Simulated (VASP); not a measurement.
Band structure of Mg$_{2}$TeS (space group R3m). Calculation: modified Becke-Johnson potential (mBJ) with spin-orbit coupling, VASP's PBE PAW potentials (set 64) (plane waves; VASP 6.6.1).

mBJ is a potential without an energy functional, so only the levels count.

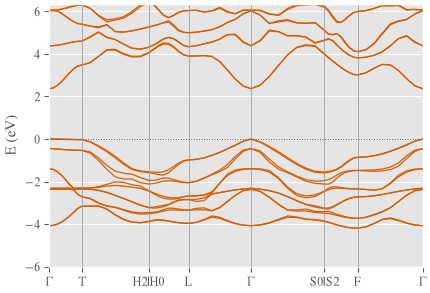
Bands along high-symmetry lines, zero at the valence-band maximum or, without a gap, the Fermi level

Task: Read the plot: is there a gap, and where are the band edges?

Result: The gap is direct, 2.37 eV, from the valence maximum at Γ to the conduction minimum at Γ.

The structure comes from a computed database's Mg2TeS entry (R3m); how it stands against other phases isn't given here. It was relaxed first. The k-mesh is coarse (spacing up to 0.43 per Å, 2π included), so the numbers may not be converged in it. The cell's shape comes from a PBE relaxation.
